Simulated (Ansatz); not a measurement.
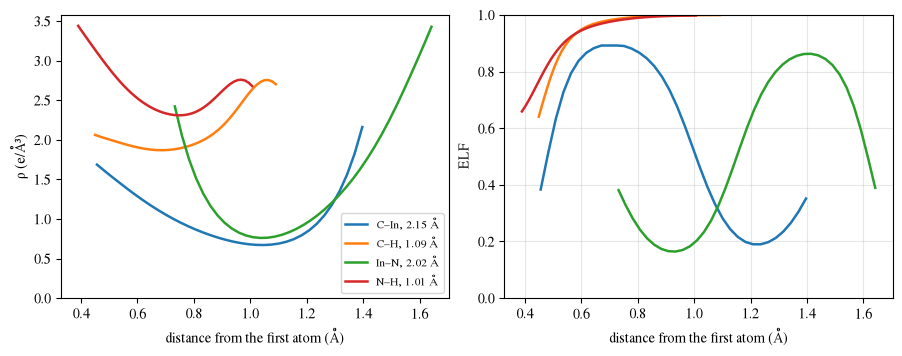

*C₂H₈InN (SMILES [CH3][In]([CH3])[NH2]). Electron density and electron localisation function along straight lines between neighbouring atoms. The curves leave out the atomic cores.*

Geometry: PBE0-D4/def2-TZVP; core potentials replace the inner electrons of In.

Method: RKS PBE0-D4/def2-TZVPP (Ansatz).

```yaml
atoms:
  - { symbol: C, position_ang: [-0.7040, 1.7604, -0.9492] }
  - { symbol: In, position_ang: [-0.0315, -0.0594, -0.0258] }
  - { symbol: C, position_ang: [1.4870, -0.4187, 1.4515] }
  - { symbol: N, position_ang: [-0.9927, -1.7213, -0.6562] }
  - { symbol: H, position_ang: [0.1237, 2.2590, -1.4564] }
  - { symbol: H, position_ang: [-1.0982, 2.4454, -0.1963] }
  - { symbol: H, position_ang: [-1.4877, 1.5496, -1.6773] }
  - { symbol: H, position_ang: [1.1596, -0.0447, 2.4237] }
  - { symbol: H, position_ang: [1.6855, -1.4874, 1.5386] }
  - { symbol: H, position_ang: [2.4133, 0.0942, 1.1881] }
  - { symbol: H, position_ang: [-1.7445, -1.7266, -1.3255] }
  - { symbol: H, position_ang: [-0.8104, -2.6505, -0.3152] }
```

Q: Compare the contacts.

A: C–In (2.15 Å): the density is about 0.68 e/Å³ at the midpoint; the ELF peaks at about 0.90 in the valence shell of C, 0.7 Å from its nucleus, and drops to about 0.20 between the two atoms.
C–H (1.09 Å): the density is about 2 e/Å³ at the midpoint; the ELF climbs to about 1 towards the hydrogen, as it does in any bond to H: a covalent bond by its length.
In–N (2.02 Å): ρ is about 0.77 e/Å³ halfway; the ELF peaks at about 0.85 in the valence shell of N, 0.6 Å from its nucleus, and drops to about 0.15 between the two atoms.
N–H (1.01 Å): ρ is about 2.9 e/Å³ halfway; the ELF climbs to about 1 towards the hydrogen: an ordinary covalent bond to hydrogen.
